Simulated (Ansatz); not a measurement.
**H10OSi4: density, localisation and related maps**

The calculation's input:

```
crystal:
  periodic: [false, false, false]
  atoms:
    - { symbol: Si, position_ang: [0.016848, 0.151607, -0.384011] }
    - { symbol: Si, position_ang: [1.214503, 1.881416, -1.126034] }
    - { symbol: Si, position_ang: [1.429743, -1.38143, 0.422632] }
    - { symbol: O, position_ang: [-1.0338, 0.702724, 0.865146] }
    - { symbol: Si, position_ang: [-2.26158, 0.242334, 1.980115] }
    - { symbol: H, position_ang: [-0.726241, -0.404114, -1.528562] }
    - { symbol: H, position_ang: [2.130393, 1.421447, -2.180216] }
    - { symbol: H, position_ang: [0.309456, 2.905498, -1.668101] }
    - { symbol: H, position_ang: [1.990813, 2.446669, -0.012679] }
    - { symbol: H, position_ang: [0.672411, -2.550542, 0.892659] }
    - { symbol: H, position_ang: [2.359699, -1.790612, -0.640069] }
    - { symbol: H, position_ang: [2.186463, -0.800873, 1.541478] }
    - { symbol: H, position_ang: [-2.641169, 1.412744, 2.784672] }
    - { symbol: H, position_ang: [-1.767295, -0.805922, 2.886929] }
    - { symbol: H, position_ang: [-3.452398, -0.23376, 1.258147] }
basis:
  gaussian: { orbitals: def2-TZVP }
hamiltonian:
  xc: pbe
relax:
  f_tol: 0.002
  max_steps: 300
output:
  orbitals: {}
```

Run with:

```sh
ansatz run input.yaml --threads 4 --pin off --max-ram 8192MiB --backend cpu --events-out ev --progress --plain --runs-dir out
```

The fields are those of the relaxed geometry.

Method: DFT PBE, Gaussian basis def2-TZVP in Ansatz 0.2.0.

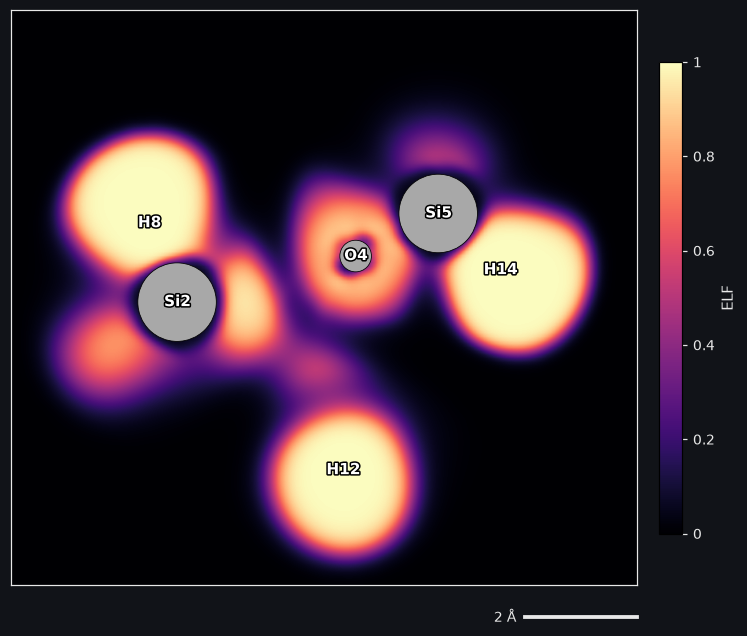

Figure 1. ELF on the plane of atoms O4, Si5 and H14. Grey discs cover the atomic cores.

**What do the fields say about this system?**

- Atoms in the plane: Si, O and H.
- Si–O (1.66 Å): the ELF peaks at about 0.85 between the atoms: a shared but strongly polarised pair.
- Si–H (1.50 Å): the ELF climbs to about 1 towards the hydrogen, as it does in any bond to H.
- The ELF also peaks beside O4, away from the bonds: lone-pair regions.

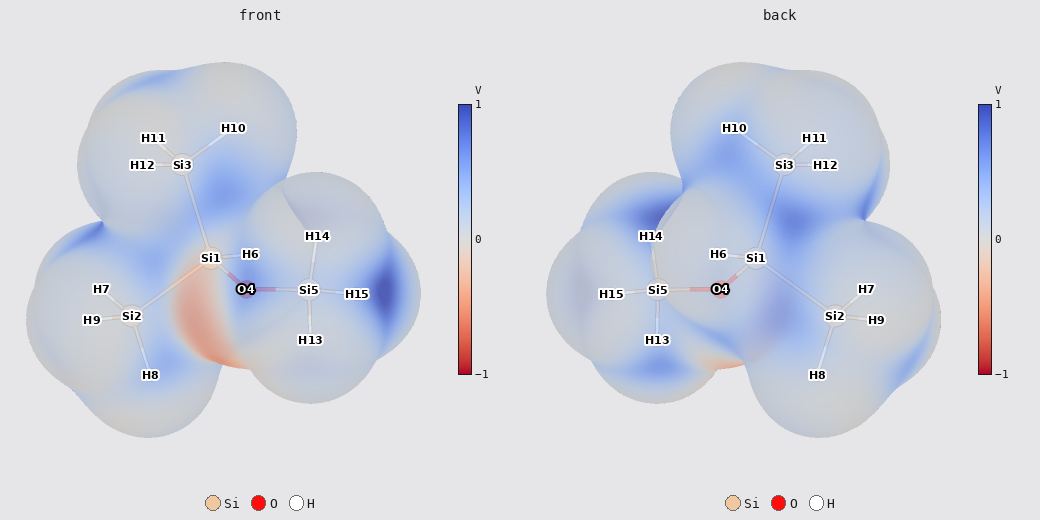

Figure 2. The electrostatic potential painted on the density surface at 0.001 e/bohr³, seen from the front and from behind; red is negative and blue positive.

**Which sites attract a positive test charge, and which a negative one?**

A positive charge is drawn to the negative regions and a negative charge to the positive ones. The most negative region (about −0.4 V) lies over O4, the most positive (about +0.9 V) over Si1 and Si5.

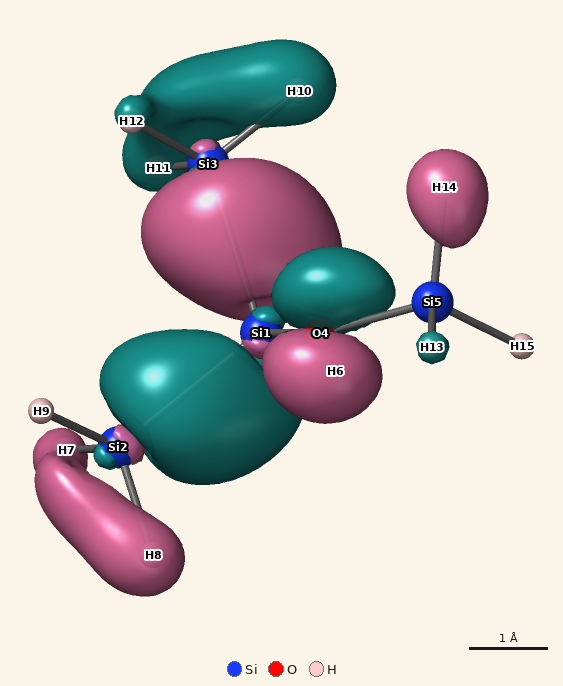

Figure 3. One frontier orbital at ±0.1 Å⁻³ᐟ² (teal and pink are the two phases), seen at a tilt.

**Which orbital is it: HOMO or LUMO?**

The HOMO, at −6.49 eV. By Hirshfeld shares it lies mainly on Si1 (about 25 %), Si3 (about 20 %), Si2 (about 20 %) and O4 (about 15 %).
